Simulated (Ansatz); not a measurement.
**How fast states decay through YInCN2O2**

A new crystal, YInCN2O2: structure, gap and complex bands. It is built by putting In for part of the Y in the Y2CN2O2 structure of space group P-3m1, with the volume rescaled by atomic radii. The parent structure comes from the Materials Project.

Main program and level: Ansatz 0.2.0; r2SCAN DFT, plane waves, PAW files, in the first sound run; inputs show where later runs differ.

The structure was built from a prototype and need not be the compound's stable phase.

## (1) The starting structure

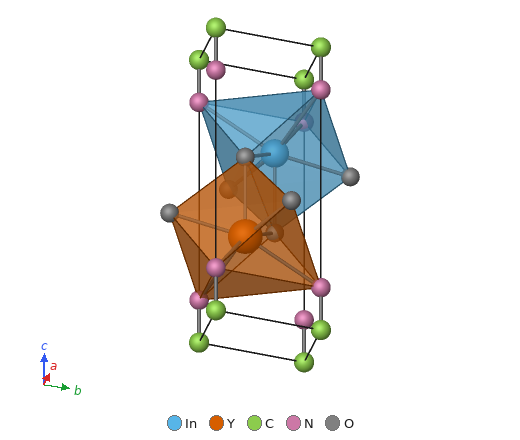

Start, viewed from a free direction; indium blue, yttrium orange, carbon green, nitrogen pink, oxygen grey. Some periodic images of atoms are drawn too.

## (2) Cell and atoms at rest

The substituted atoms don't fit the parent's cell, so cell and atoms relax together. A small smearing keeps the run stable in case the gap closes on the way.

Contents of input.yaml:

```yaml
crystal:
  lattice:
    - [3.5250369277, 0.0, 0.0]
    - [-1.7625184639, 3.0527715287, 0.0]
    - [0.0, 0.0, 7.7846988787]
  atoms:
    - { symbol: In, position: [0.3333333333, 0.6666666667, 0.67751968] }
    - { symbol: "Y", position: [0.6666666667, 0.3333333333, 0.32248032] }
    - { symbol: C, position: [0.0, 0.0, 0.0] }
    - { symbol: "N", position: [0.0, 0.0, 0.15014994] }
    - { symbol: "N", position: [0.0, 0.0, 0.84985006] }
    - { symbol: O, position: [0.3333333333, 0.6666666667, 0.39665933] }
    - { symbol: O, position: [0.6666666667, 0.3333333333, 0.60334067] }
kpoints:
  mp_grid: { grid: [8, 8, 4] }
scf:
  occupations: { method: gaussian, width: 0.03 }
hamiltonian:
  xc: r2scan
output:
  forces: true
  stress: true
relax:
  f_tol: 0.02
  max_steps: 60
  cell: {}
```

Launch:

```bash
> ansatz run input.yaml --threads 2 --pin off --max-ram 4096MiB --backend cpu --events-out ev --progress --plain --runs-dir out
```

Numbers of over 12 decimals in the logs are rounded to 6 here.

The log of the run:

```text
Engine: ansatz 0.2.0, x86_64-unknown-linux-gnu
Pseudopotentials: kind: paw
Pseudopotential: In, paw, valence charge 13, recommended cutoff 500 eV (meta_gga), In.paw.azcp
Pseudopotential: Y, paw, valence charge 11, recommended cutoff 500 eV (meta_gga), Y.paw.azcp
Pseudopotential: C, paw, valence charge 4, recommended cutoff 500 eV (meta_gga), C.paw.azcp
Pseudopotential: N, paw, valence charge 5, recommended cutoff 500 eV (meta_gga), N.paw.azcp
Pseudopotential: O, paw, valence charge 6, recommended cutoff 500 eV (meta_gga), O.paw.azcp
Functional definition: r2SCAN
  parameter k0 = 0.174
  parameter k1 = 0.065
  parameter a1 = 4.9479
  exchange = r2scan_x(k0 = k0, k1 = k1, a1 = a1)
  correlation = r2scan_c
Crystal: 7 atoms, lattice volume = 83.772 Å³
Basis set: ecut = 500 eV, 2117 PW (Γ), exchange–correlation on 108×108×240 points (64 copies of the dense FFT grid, shifted against one another)
Bands: 32, of which v1, the nominal top of the filled ones, is band 25 counted from 1 (24 counted from 0)
Symmetry: 6 space group operations
Space group: P3m1 (ITA 156), of the structure as read, at distance tolerance 4.4e-5 Å
k-points: 35 of 256 (time reversal used)
Non-local potential: In, projectors of the file, l = 0: 2, l = 1: 2, l = 2: 2, l = 3: 2
Non-local potential: Y, projectors of the file, l = 0: 3, l = 1: 2, l = 2: 2, l = 3: 1
Non-local potential: C, projectors of the file, l = 0: 2, l = 1: 2, l = 2: 1
Non-local potential: N, projectors of the file, l = 0: 2, l = 1: 2, l = 2: 1
Non-local potential: O, projectors of the file, l = 0: 2, l = 1: 2, l = 2: 1
PAW form: soft (Blöchl's): semilocal exchange-correlation on the pseudo side does not see the compensation charge
PAW frozen core: In, regenerated for the run's functional (the file was generated under x = pbe(κ = 0.804, μ = 0.219515), c = pbe(β = 0.066725))
PAW frozen core: Y, regenerated for the run's functional (the file was generated under x = pbe(κ = 0.804, μ = 0.219515), c = pbe(β = 0.066725))
PAW frozen core: C, regenerated for the run's functional (the file was generated under x = pbe(κ = 0.804, μ = 0.219515), c = pbe(β = 0.066725))
PAW frozen core: N, regenerated for the run's functional (the file was generated under x = pbe(κ = 0.804, μ = 0.219515), c = pbe(β = 0.066725))
PAW frozen core: O, regenerated for the run's functional (the file was generated under x = pbe(κ = 0.804, μ = 0.219515), c = pbe(β = 0.066725))
PAW one-centre angular grid: In, 590 points (default); XC on 289 of its mesh's 2783 points in the sphere
PAW one-centre angular grid: Y, 590 points (default); XC on 160 Gauss nodes
PAW one-centre angular grid: C, 302 points (default); XC on 239 of its mesh's 2573 points in the sphere
PAW one-centre angular grid: N, 302 points (default); XC on 160 Gauss nodes
PAW one-centre angular grid: O, 302 points (default); XC on 160 Gauss nodes
Initial density: superposition of atomic densities (neutral atoms: chi_scale 0, normalization atom), corrected by the library's trained network
Initial wavefunctions: pseudopotential atomic-orbital guess
Functional: x = r2scan, c = r2scan; τ floored in thin density (d = 2e-4 eV/Å³)
SCF iter   1: F=—  HF=-11635.065500 eV  |F-HF|=—  |Δ(HF+E_count)|=         —  Δρ=1.32e-2  dr2=2.18e-1  dr2_τ=9.16e-1  ethr=1.77e-3  ⟨swp⟩=6.2  Hψ=4988  notcnv=0  defer=4
preconditioner: auto → Resta (q_TF=auto, 2.503 Å⁻¹)  ε∞=3.7  [insulator: Δε(μ)=3.578 eV  Ē_g=17.187 eV  σ=0.030 eV  W_gap=1.00  n_scr=24 (ndim 8)  ℏωp=28.1 eV  f_vac=0.059  D(μ)=0.00/eV (n_scr^D=0)  ε∞_Penn≈3.7]
SCF iter   2: F=—  HF=-11635.180999 eV  |F-HF|=—  |Δ(HF+E_count)|=   1.15e-1  Δρ=6.05e-3  dr2=1.89e-2  dr2_τ=4.33e-3  ethr=4.35e-4  ⟨swp⟩=2.2  Hψ=2274  notcnv=0  defer=78
SCF iter   3: F=—  HF=-11635.178068 eV  |F-HF|=—  |Δ(HF+E_count)|=   2.93e-3  Δρ=2.28e-3  dr2=2.81e-3  dr2_τ=3.44e-4  ethr=3.78e-5  ⟨swp⟩=2.6  Hψ=1865  notcnv=0  defer=43
automatic band count: iteration 3 solves 31 bands in place of 32: the levels show a gap, and the empty bands left out lie too high to hold charge; the band table lists the bands solved (type scf.n_extra_bands for more)
SCF iter   4: F=—  HF=-11635.177864 eV  |F-HF|=—  |Δ(HF+E_count)|=   2.04e-4  Δρ=7.33e-4  dr2=3.31e-4  dr2_τ=6.83e-5  ethr=5.63e-6  ⟨swp⟩=2.4  Hψ=1623  notcnv=0  defer=43
SCF iter   5: F=—  HF=-11635.177863 eV  |F-HF|=—  |Δ(HF+E_count)|=   1.08e-6  Δρ=2.19e-4  dr2=3.11e-5  dr2_τ=6.03e-6  ethr=6.63e-7  ⟨swp⟩=2.0  Hψ=1698  notcnv=0  defer=43
SCF iter   6: F=—  HF=-11635.177872 eV  |F-HF|=—  |Δ(HF+E_count)|=   9.18e-6  Δρ=6.88e-5  dr2=3.42e-6  dr2_τ=4.42e-7  ethr=6.21e-8  ⟨swp⟩=2.0  Hψ=1674  notcnv=0  defer=43
SCF iter   7: F=—  HF=-11635.177873 eV  |F-HF|=—  |Δ(HF+E_count)|=   1.24e-6  Δρ=2.09e-5  dr2=3.72e-7  dr2_τ=3.95e-8  ethr=6.83e-9  ⟨swp⟩=2.0  Hψ=1724  notcnv=0  defer=43
SCF iter   8: F=-11635.177873 eV  HF=-11635.177873 eV  |F-HF|=1.27e-8  |Δ(HF+E_count)|=   4.27e-8  Δρ=7.13e-6  dr2=4.41e-8  dr2_τ=6.67e-9  ethr=2.00e-10  ⟨swp⟩=5.0  Hψ=4264  notcnv=0
SCF 1 converged in 8 iterations: F = -11635.177873 eV  dr2 = 4.41e-8
  greatest PAW one-centre occupation: 0.997 electrons in one spin orbital (limit 2), on the Y atom at site 1 (counted from 0), in its partial waves of l = 0
relax step   1: F+E_penalty+E_count = -11635.17787322 eV  Δ(F+E_penalty+E_count) = +0.000e0 eV  max|allowed force component| = 6.022e0 eV/Å  Δτ_max = 0.0000 Å  P = +24.204 GPa  Ω = 83.772 Å³  (8 SCF iters, dr2 threshold 1.00e-7 eV, accepted)
Crystal: 7 atoms, lattice volume = 92.813 Å³
Basis set: ecut = 500 eV, 2369 PW (Γ), exchange–correlation on 108×108×240 points (64 copies of the dense FFT grid, shifted against one another)
Initial density: handed on by an earlier stage of this run
Initial wavefunctions: those handed on with the density
iter 1 solved again at ethr=1.43e-3 eV; its pass at ethr=3.10e-3 eV (dr2=7.13e-1 eV) is discarded
SCF iter   1: F=—  HF=-11635.528642 eV  |F-HF|=—  |Δ(HF+E_count)|=         —  Δρ=2.41e-2  dr2=7.14e-1  dr2_τ=9.99e-1  ethr=1.43e-3  ⟨swp⟩=1.0  Hψ=6406  notcnv=0
automatic band count: iteration 1 solves 29 bands in place of 32: the levels show a gap, and the empty bands left out lie too high to hold charge; the band table lists the bands solved (type scf.n_extra_bands for more)
preconditioner: auto → Resta (q_TF=auto, 2.461 Å⁻¹)  ε∞=4.0  [insulator: Δε(μ)=2.893 eV  Ē_g=15.374 eV  σ=0.030 eV  W_gap=1.00  n_scr=24 (ndim 8)  ℏωp=26.7 eV  f_vac=0.101  D(μ)=0.00/eV (n_scr^D=0)  ε∞_Penn≈4.0]
SCF iter   2: F=—  HF=-11635.965182 eV  |F-HF|=—  |Δ(HF+E_count)|=   4.37e-1  Δρ=1.10e-2  dr2=1.29e-1  dr2_τ=1.04e-2  ethr=1.43e-3  ⟨swp⟩=2.2  Hψ=1540  notcnv=0
[...]
SCF iter   5: F=—  HF=-11635.961881 eV  |F-HF|=—  |Δ(HF+E_count)|=   1.21e-5  Δρ=9.64e-5  dr2=1.12e-5  dr2_τ=9.81e-7  ethr=1.54e-7  ⟨swp⟩=2.2  Hψ=1774  notcnv=0
SCF iter   6: F=—  HF=-11635.961884 eV  |F-HF|=—  |Δ(HF+E_count)|=   2.93e-6  Δρ=6.07e-5  dr2=2.94e-6  dr2_τ=3.88e-7  ethr=2.24e-8  ⟨swp⟩=2.0  Hψ=1678  notcnv=0
SCF iter   7: F=-11635.961884 eV  HF=-11635.961884 eV  |F-HF|=3.08e-8  |Δ(HF+E_count)|=   2.52e-8  Δρ=1.60e-5  dr2=2.19e-7  dr2_τ=2.28e-8  ethr=1.40e-9  ⟨swp⟩=3.3  Hψ=4512  notcnv=0
SCF 3 converged in 7 iterations: F = -11635.961884 eV  dr2 = 2.19e-7
relax step   3: F+E_penalty+E_count = -11635.96188396 eV  Δ(F+E_penalty+E_count) = -2.862e-2 eV  max|allowed force component| = 1.644e-1 eV/Å  Δτ_max = 0.0317 Å  P = -0.182 GPa  Ω = 92.797 Å³  energy of the carried Pulay correction = -4.717e-3 eV  (7 SCF iters, dr2 threshold 7.00e-7 eV, accepted)
[...]
relax step   4: F+E_penalty+E_count = -11635.96710035 eV  Δ(F+E_penalty+E_count) = -5.216e-3 eV  max|allowed force component| = 9.736e-2 eV/Å  Δτ_max = 0.0043 Å  P = -0.083 GPa  Ω = 92.555 Å³  energy of the carried Pulay correction = -4.596e-3 eV  (5 SCF iters, dr2 threshold 7.00e-7 eV, accepted)
[...]
relax step   5: F+E_penalty+E_count = -11635.96957017 eV  Δ(F+E_penalty+E_count) = -2.470e-3 eV  max|allowed force component| = 4.852e-2 eV/Å  Δτ_max = 0.0085 Å  P = +0.058 GPa  Ω = 92.450 Å³  energy of the carried Pulay correction = -4.544e-3 eV  (5 SCF iters, dr2 threshold 5.92e-7 eV, accepted)
[...]
relax step   6: F+E_penalty+E_count = -11635.96963937 eV  Δ(F+E_penalty+E_count) = -6.920e-5 eV  max|allowed force component| = 3.468e-2 eV/Å  Δτ_max = 0.0049 Å  P = -0.047 GPa  Ω = 92.506 Å³  energy of the carried Pulay correction = -4.572e-3 eV  (5 SCF iters, dr2 threshold 1.47e-7 eV, accepted)
[...]
relax step   7: F+E_penalty+E_count = -11635.96968051 eV  Δ(F+E_penalty+E_count) = -4.114e-5 eV  max|allowed force component| = 4.517e-2 eV/Å  Δτ_max = 0.0026 Å  P = +0.001 GPa  Ω = 92.492 Å³  energy of the carried Pulay correction = -4.565e-3 eV  (5 SCF iters, dr2 threshold 7.52e-8 eV, accepted)
[...]
relax step   8: F+E_penalty+E_count = -11635.96970102 eV  Δ(F+E_penalty+E_count) = -2.050e-5 eV  max|allowed force component| = 7.503e-4 eV/Å  Δτ_max = 0.0010 Å  P = -0.004 GPa  Ω = 92.492 Å³  energy of the carried Pulay correction = -4.565e-3 eV  (4 SCF iters, dr2 threshold 1.28e-7 eV, accepted)
Basis set: ecut = 500 eV, 2383 PW (Γ), exchange–correlation on 108×108×256 points (64 copies of the dense FFT grid, shifted against one another)
Initial wavefunctions: pseudopotential atomic-orbital guess (no wavefunctions were taken with the density)
iter 1 solved again at ethr=4.99e-8 eV; its pass at ethr=3.10e-3 eV (dr2=2.49e-5 eV) is discarded
SCF iter   1: F=—  HF=-11635.974009 eV  |F-HF|=—  |Δ(HF+E_count)|=         —  Δρ=3.50e-4  dr2=6.56e-6  dr2_τ=2.68e-5  ethr=4.99e-8  ⟨swp⟩=4.3  Hψ=8338  notcnv=0
preconditioner: auto → Resta (q_TF=auto, 2.462 Å⁻¹)  ε∞=3.7  [insulator: Δε(μ)=3.228 eV  Ē_g=16.341 eV  σ=0.030 eV  W_gap=1.00  n_scr=24 (ndim 8)  ℏωp=26.8 eV  f_vac=0.065  D(μ)=0.00/eV (n_scr^D=0)  ε∞_Penn≈3.7]
SCF iter   2: F=—  HF=-11635.974212 eV  |F-HF|=—  |Δ(HF+E_count)|=   2.03e-4  Δρ=1.80e-4  dr2=1.76e-6  dr2_τ=1.11e-5  ethr=1.31e-8  ⟨swp⟩=2.8  Hψ=2186  notcnv=0
SCF iter   3: F=—  HF=-11635.974249 eV  |F-HF|=—  |Δ(HF+E_count)|=   3.71e-5  Δρ=1.65e-5  dr2=1.60e-7  dr2_τ=3.79e-8  ethr=3.53e-9  ⟨swp⟩=2.0  Hψ=1960  notcnv=0
SCF iter   4: F=—  HF=-11635.974249 eV  |F-HF|=—  |Δ(HF+E_count)|=   9.70e-9  Δρ=3.52e-6  dr2=3.90e-9  dr2_τ=1.63e-9  ethr=3.21e-10  ⟨swp⟩=2.0  Hψ=1743  notcnv=0
SCF iter   5: F=—  HF=-11635.974249 eV  |F-HF|=—  |Δ(HF+E_count)|=   1.42e-9  Δρ=9.65e-7  dr2=3.54e-10  dr2_τ=2.71e-10  ethr=7.80e-12  ⟨swp⟩=2.0  Hψ=1995  notcnv=0
SCF iter   6: F=—  HF=-11635.974249 eV  |F-HF|=—  |Δ(HF+E_count)|=  5.57e-10  Δρ=4.38e-7  dr2=1.40e-10  dr2_τ=3.58e-11  ethr=1.00e-12  ⟨swp⟩=5.0  Hψ=4200  notcnv=0
SCF iter   7: F=-11635.974249 eV  HF=-11635.974249 eV  |F-HF|=5.46e-12  |Δ(HF+E_count)|=  4.73e-11  Δρ=1.36e-7  dr2=1.73e-11  dr2_τ=2.28e-12  ethr=1.00e-12  ⟨swp⟩=5.0  Hψ=4069  notcnv=0
SCF 9 converged in 7 iterations: F = -11635.974249 eV  dr2 = 1.73e-11
relax step   9: F+E_penalty+E_count = -11635.97424876 eV  Δ(F+E_penalty+E_count) = -4.548e-3 eV  max|allowed force component| = 9.353e-4 eV/Å  Δτ_max = 0.0000 Å  P = +0.009 GPa  Ω = 92.492 Å³  stress off target by 2.30e-2 GPa  SCF on the basis re-selected at this cell (its energy is not comparable with the rows above)  (7 SCF iters)
basis re-selected at this cell: Δ(F+E_penalty+E_count) = -4.548e-3 eV, ΔP = +0.012 GPa vs the last step (what re-selecting the basis moved, of the pressure what is left beyond the Pulay correction that the steps carried, after the strain that the cell walked since its last selection, with what the two solves' SCF thresholds leave and, on support functions, any second-order correction that the steps lacked; it is no measure of the basis error at this ecutwfc). The dense FFT grid was sized anew with the basis: this SCF ran on 27×27×64 points, the steps before it on 27×27×60, so part of this shift can come from that change (see relax.cell in the input reference). [rest of the remark cut]
SCF converged after 7 iterations
Free energy (F): -11635.974249 eV
Harris-Foulkes:  -11635.974249 eV  (|F-HF|=5.46e-12)
Internal energy: -11635.974249 eV  (E = F + TS)
E sigma→0 (E₀):  -11635.974249 eV
Fermi energy:    8.714494 eV
--- Per-component energies (eV) ---
  E_band       = -192.000041
  E_kinetic    = 1256.514307
  E_local      = -3437.203159  (includes V_loc(G=0)·N_el)
  E_nonlocal   = 635.709022
  E_hartree    = 1286.227774
  E_xc         = -680.697753
  E_vxc        = -773.134752  (∫ρ·V_xc dr)
  E_paw        = -7712.071987  (= ΣΔE_a)
  E_vpaw       = -493.187115  (= ΣTr[D̂ρ^β])
  E_aug_tail   = 0.002102  (compensation charges beyond the density's cutoff)
  E_vtau       = 46.844069  (kinetic-family band-sum trace: ∫τ·v_τ [+ j·A + Jᵃ·Aᵃ] dr)
  E_ewald      = -2985.118363
  E_core_change = 0.663808  (= ΣΔE_core)
  E_smearing   = -0.000000  (= −TS)
  E_closure    = -0.000000  (closes the sum)
  Σ components = -11635.974249   (vs F -11635.974249, Δ=0.00e0)
--- Forces (eV/Å), atoms counted from 1 ---
  atom   1  In    -0.00000000     0.00000000    -0.00064484
  atom   2  Y      0.00000000    -0.00000000    -0.00010495
  atom   3  C      0.00000000    -0.00000000    -0.00083356
  atom   4  N      0.00000000     0.00000000     0.00023529
  atom   5  N     -0.00000000     0.00000000     0.00050693
  atom   6  O     -0.00000000     0.00000000     0.00092509
  atom   7  O     -0.00000000     0.00000000    -0.00015524
  max |Σ_I F_I| component: 7.13e-5 eV/Å
--- Stress (GPa, compression-positive) ---
        0.001306       0.000000      -0.000000
        0.000000       0.001306      -0.000000
       -0.000000      -0.000000       0.022976
  P = ⅓ Tr σ = 0.0085 GPa (0.085 kbar)
--- Relaxed structure (8 steps of the walk, 8 accepted, 1 SCFs on fresh bases) ---
  F+E_penalty+E_count = -11635.97424876 eV   max|allowed force component| = 9.353e-4 eV/Å   (the final SCF, on the basis selected at the relaxed cell)
  cell:  # Å, volume = 92.4918 Å³
    - [3.602024, 2.949799223328766e-11, 1.790345879116995e-17]
    - [-1.801012, 3.119444, -1.79034587912546e-17]
    - [3.953803561068021e-17, -2.282729550283939e-17, 8.231510]
  atoms:
    - { symbol: In, position: [0.333333, 0.666667, 0.683429] }
    - { symbol: Y, position: [0.666667, 0.333333, 0.321393] }
    - { symbol: C, position: [-4.085297232795572e-19, 4.0852972328534986e-19, -0.004329] }
    - { symbol: N, position: [-5.632384348656173e-19, 5.632384348735984e-19, 0.144182] }
    - { symbol: N, position: [-3.5765034233148283e-19, 3.576503423365619e-19, 0.846060] }
    - { symbol: O, position: [0.333333, 0.666667, 0.398313] }
    - { symbol: O, position: [0.666667, 0.333333, 0.610952] }
```

Wall time 55 s (2 threads of Intel Xeon Platinum 8488C (Sapphire Rapids), shared host); peak memory 0.66 GiB; 1.8 min of CPU time.

Relaxation path:

```tsv
step	energy less that of the first step (eV)	largest force component (eV/Å)	pressure (GPa)	volume (Å³)
1	0.0000	6.0216	24.20	83.77
2	-0.7554	1.0756	0.93	92.81
3	-0.7840	0.1644	-0.18	92.80
4	-0.7892	0.0974	-0.08	92.55
5	-0.7917	0.0485	0.06	92.45
6	-0.7918	0.0347	-0.05	92.51
7	-0.7918	0.0452	0.00	92.49
8	-0.7918	0.0008	0.00	92.49
9*	-0.7964	0.0009	0.01	92.49
```

Relaxation steps marked * repeat the geometry before them on a plane-wave basis chosen anew for their cell, so energy and pressure can jump there.

The run keeps the 6 symmetry operations that it works with, so distortions that break them were not tested.

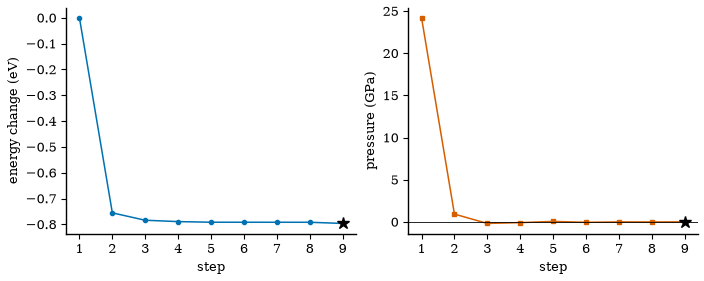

Energy and pressure along the relaxation. Stars mark steps on a basis chosen anew.

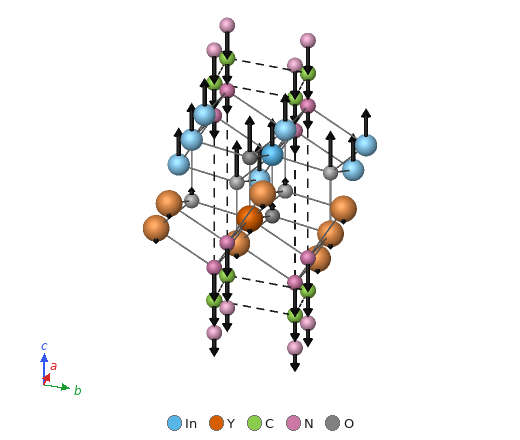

Displacements in the relaxation, exaggerated, measured against the changing cell; the longest in the cell stands for 0.06 Å. Some periodic images of atoms are drawn too.

```tsv
conventional cell, symmetrised	before	after	change
a (Å)	3.525	3.602	+2.2 %
b (Å)	3.525	3.602	+2.2 %
c (Å)	7.785	8.232	+5.7 %
volume (Å³/atom)	11.97	13.21	+10.4 %
```

The atoms that moved most (Å, as changes of fractional coordinates times the final cell):

```tsv
atom	dx	dy	dz	length
O7	0.000	0.000	0.063	0.063
N4	0.000	0.000	-0.049	0.049
In1	0.000	0.000	0.049	0.049
C3	0.000	0.000	-0.036	0.036
N5	0.000	0.000	-0.031	0.031
O6	0.000	0.000	0.014	0.014
Y2	0.000	0.000	-0.009	0.009
```

This step gave:

| Property | Result |
| --- | --- |
| free energy | -11635.9742 eV |
| Fermi energy | 8.714 eV |
| pressure | 0.008529 GPa |

The largest force component on a free atom ends at 9.4e-4 eV/Å.

## (3) The bulk crystal and its band edges

The energy window and the wavevectors of the next steps follow from the band edges, so these are searched first, off the mesh as well.

Contents of input.yaml:

```yaml
crystal:
  lattice:
    - [3.6020241653, 0.0, 0.0]
    - [-1.8010120827, 3.1194444322, 0.0]
    - [0.0, 0.0, 8.2315101003]
  atoms:
    - { symbol: In, position: [0.3333333333, 0.6666666667, 0.683428575] }
    - { symbol: "Y", position: [0.6666666667, 0.3333333333, 0.3213934691] }
    - { symbol: C, position: [0.0, 0.0, -0.0043289958] }
    - { symbol: "N", position: [0.0, 0.0, 0.1441815693] }
    - { symbol: "N", position: [0.0, 0.0, 0.8460602088] }
    - { symbol: O, position: [0.3333333333, 0.6666666667, 0.3983133036] }
    - { symbol: O, position: [0.6666666667, 0.3333333333, 0.6109518701] }
kpoints:
  mp_grid: { grid: [8, 8, 4] }
  band_path: { path: [VBM, CBM], npoints: 30 }
scf:
  occupations: { method: fixed }
hamiltonian:
  xc: r2scan
output:
  eigenvalues: true
  write_potential: true
  write_density: true
  volumetric_format: npy
```

The log of the run:

```text
[...]
Crystal: 7 atoms, lattice volume = 92.492 Å³
Basis set: ecut = 500 eV, 2383 PW (Γ), exchange–correlation on 108×108×256 points (64 copies of the dense FFT grid, shifted against one another)
Bands: 32, of which v1, the nominal top of the filled ones, is band 25 counted from 1 (24 counted from 0)
Symmetry: 6 space group operations
[...]
k-points: 35 of 256 (time reversal used)
[...]
SCF iter   1: F=—  HF=-11635.892639 eV  |F-HF|=—  |Δ(HF+E_count)|=         —  Δρ=1.30e-2  dr2=2.25e-1  dr2_τ=6.45e-1  ethr=1.77e-3  ⟨swp⟩=5.0  Hψ=4120  notcnv=0  defer=175
[...]
SCF iter   8: F=-11635.974249 eV  HF=-11635.974249 eV  |F-HF|=1.41e-9  |Δ(HF+E_count)|=   1.33e-8  Δρ=8.51e-6  dr2=7.68e-8  dr2_τ=8.60e-9  ethr=2.00e-10  ⟨swp⟩=8.4  Hψ=4770  notcnv=0
SCF 1 converged in 8 iterations: F = -11635.974249 eV  dr2 = 7.68e-8
[...]
NSCF: frozen V_eff on 34 k-points
[...]
SCF converged after 8 iterations
Free energy (F): -11635.974249 eV
[...]
Internal energy: -11635.974249 eV  (E = F + TS)
E sigma→0 (E₀):  -11635.974249 eV
Fermi energy:    7.100583 eV
[...]
--- Band table (eV; the first three rows and the last of 35) ---
  k-point 0: bands = [... 21 lower, 5.7745, 6.1656, 7.0569, 7.0569, 10.3284, 11.9919, 13.7825, 13.7825, ... 3 higher]
  k-point 1: bands = [... 21 lower, 5.7860, 6.0797, 7.0787, 7.0787, 10.4804, 12.0577, 13.7258, 13.7872, ... 3 higher]
  k-point 2: bands = [... 21 lower, 5.7968, 5.9922, 7.1006, 7.1006, 10.6458, 12.1607, 13.2337, 13.7918, ... 3 higher]
  k-point 34: bands = [... 21 lower, 5.3704, 5.9688, 6.5803, 6.8143, 11.8465, 12.5356, 13.5757, 13.9313, ... 3 higher]
```

The job ended after 20 s (2 threads; peak memory 0.61 GiB; 39 s of CPU time).

This step gave:

- Fermi energy: 7.101 eV
- gap on the k-mesh: 3.228 eV
- gap on path: 3.228 eV, by band count; negative where bands overlap
- direct gap on path: 3.272 eV
- edge places on path: 0, 0.3817 1/A along the path

Electronic bands along the path, in eV, zero at the Fermi level (highest filled level under fixed occupations); v1 is the highest filled band, c1 the lowest empty one:

```tsv
point	v4	v3	v2	v1	c1	c2	c3	c4
VBM	-1.30	-1.11	0.00	0.00	3.55	5.06	6.13	6.69
CBM	-1.33	-0.94	-0.04	-0.04	3.23	4.89	6.68	6.68
```

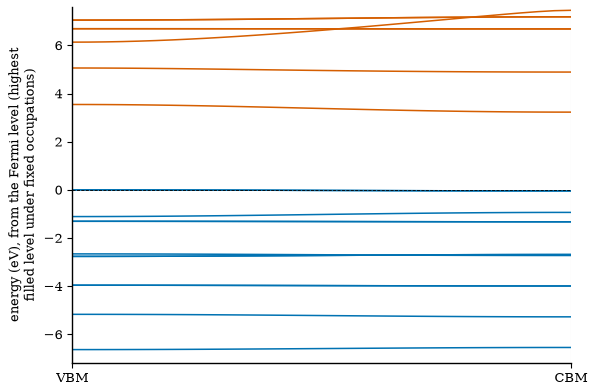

Electronic bands along the path; lines of filled and empty bands in two colours.

The searched edges give 3.23 eV, as on the mesh.

[end of part 1 of 3]

[Logs are printed without paths, hosts, clocks, repeated set-up lines and the standing remarks that a program may print on its own settings, such as how far it seeks lower states.]

[Hosts, paths, dates, database ids (printed as entryN), source tags and the programs' standing remarks are cut or masked in the printed files.]

[New means built here by substitution; the compound itself may be known and measured.]
